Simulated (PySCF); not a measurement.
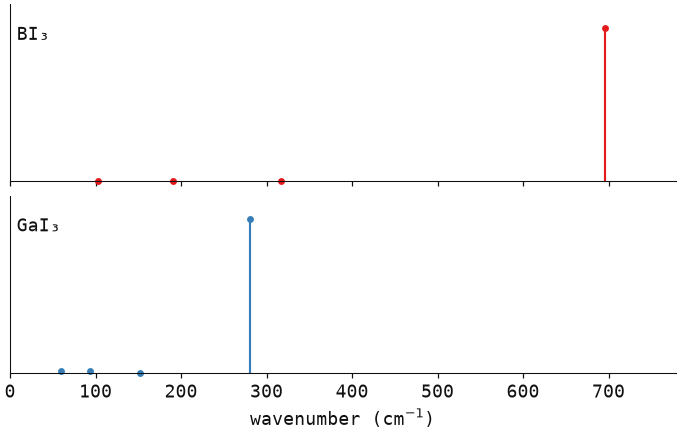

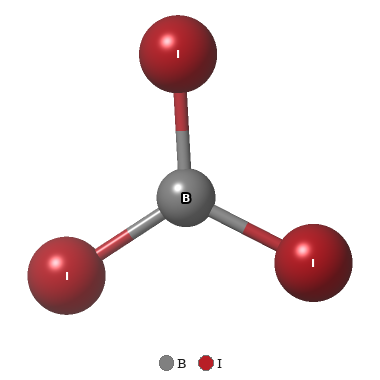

Harmonic infrared lines of BI₃ and GaI₃, all D3h singlets, each the lowest point that its search found (BI₃ is drawn); the central atom changes down one group of the periodic table. B3LYP/def2-SVP (core potentials past Kr), PySCF, unscaled, no spin-orbit coupling; each panel is scaled to its strongest line, degenerate modes are one line with their intensities summed, and dots on the axis are modes too weak to show or inactive.

Question: How do the bond length and the stretches change along the series?

Answer: Mean bond length: BI₃ 2.138, GaI₃ 2.504 Å, rising down the group. Highest e' mode: BI₃ 695, GaI₃ 280 cm⁻¹, falling down the group.

Limits of at least one run: double-zeta basis on some or all atoms.
